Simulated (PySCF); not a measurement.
# C$_{3}$H$_{3}$NO, SMILES `N#CC1CO1`: electronic structure

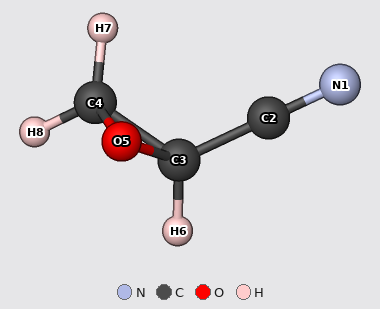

The molecule, with its atoms numbered as below. No frequency check shows the geometry to be a minimum.

Coordinates in Å:

```
N1      -2.2058   -0.1456    0.1990
C2      -1.1178    0.0278   -0.1043
C3       0.2438    0.2335   -0.5044
C4       1.3003   -0.6661   -0.0077
O5       1.1666    0.6338    0.4684
H6       0.3543    0.6945   -1.4851
H7       1.0370   -1.4573    0.6860
H8       2.1584   -0.8596   -0.6421
```

## 1. Bonding charge

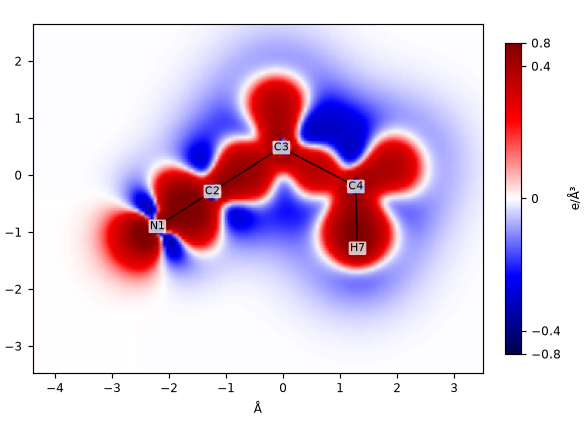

Deformation density (molecule less spherical, spin-averaged free atoms) in the plane of N1, C2, C3, C4 and H7; colour scale in e/Å³, logarithmic beyond ±0.1; red: gain, blue: loss.

PySCF calculation, M06-2X/def2-SVP, gas phase; geometry: GFN2-xTB.

Q: Describe the bonding that the map shows.

A: N1–C2: +0.89 e/Å³ at the bond critical point (bond length 1.14 Å, Mayer order 3.1). C4–H7: +0.78 e/Å³ at the bond critical point (bond length 1.08 Å, Mayer order 0.9). C2–C3: +0.52 e/Å³ at the bond critical point (bond length 1.43 Å, Mayer order 1.0). C3–C4: +0.34 e/Å³ at the bond critical point (bond length 1.47 Å, Mayer order 1.1). In all, 2.0 electrons gather in the regions of gain relative to the promolecule.

## 2. Electrostatic potential

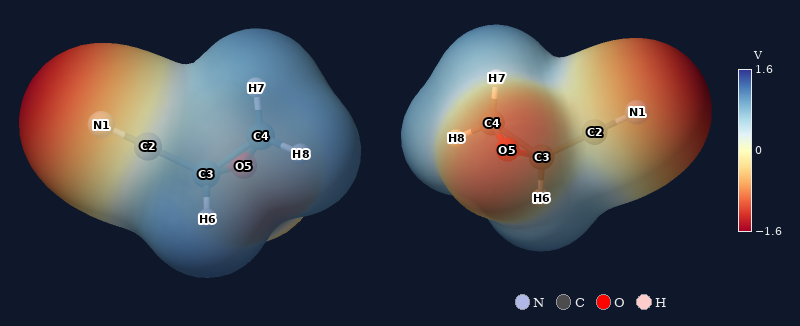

Electrostatic potential on the surface of electron density 0.001 a.u. (back view left, front view right).

Q: Where are the extremes of the potential on the surface?

A: Highest: 1.36 V, 1.3 Å from H6. Further maxima include 1.10 V, 1.3 Å from H7. Lowest: −1.51 V, 1.8 Å from N1. Further minima include −0.99 V, 1.7 Å from O5. The surface is sampled at points, so like sites can differ by a few per cent and only the strongest of them is named.

Q: What volume does the surface enclose, and what is the dipole moment?

A: About 87 Å³; the dipole moment is 3.6 D.

## 3. Localised orbitals

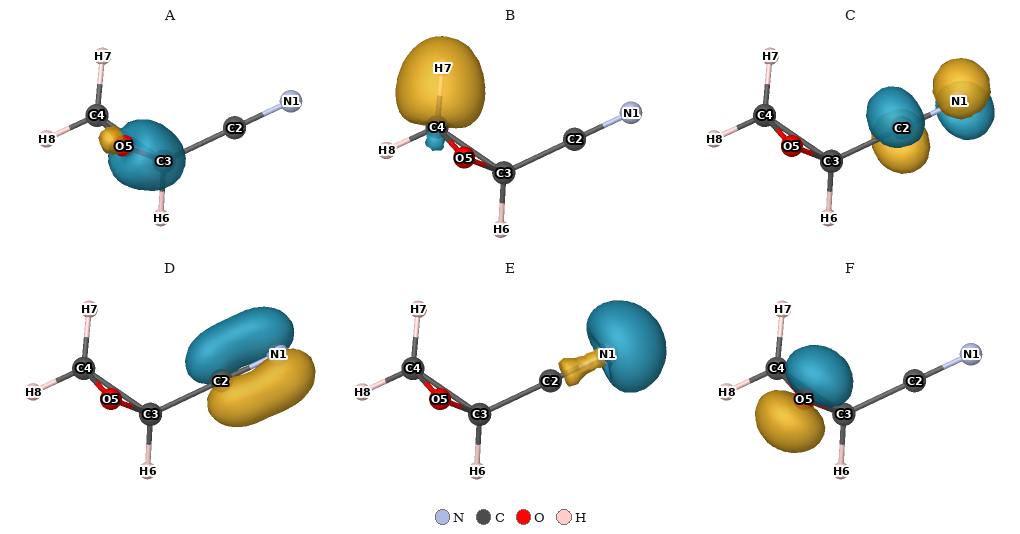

Intrinsic bond orbitals (IBO), occupied and valence-virtual; each surface holds about 70 % of the orbital's density. Energies are diagonal elements of the Fock matrix.

PySCF calculation, B3LYP/aug-cc-pVDZ, gas phase; geometry: GFN2-xTB.

Q: Identify each orbital.

A: By panel:
- A: σ bond O5–C3 (O5 60 %, C3 37 %; −20.2 eV)
- B: σ bond C4–H7 (C4 59 %, H7 41 %; −15.0 eV)
- C: σ* orbital C2–N1 (C2 51 %, N1 47 %; 2.1 eV)
- D: π bond N1–C2 (N1 53 %, C2 46 %; −10.1 eV)
- E: lone pair on N1 (sp1-type) (N1 99 %; −11.3 eV)
- F: lone pair on O5 (p-type) (O5 95 %; −9.9 eV)
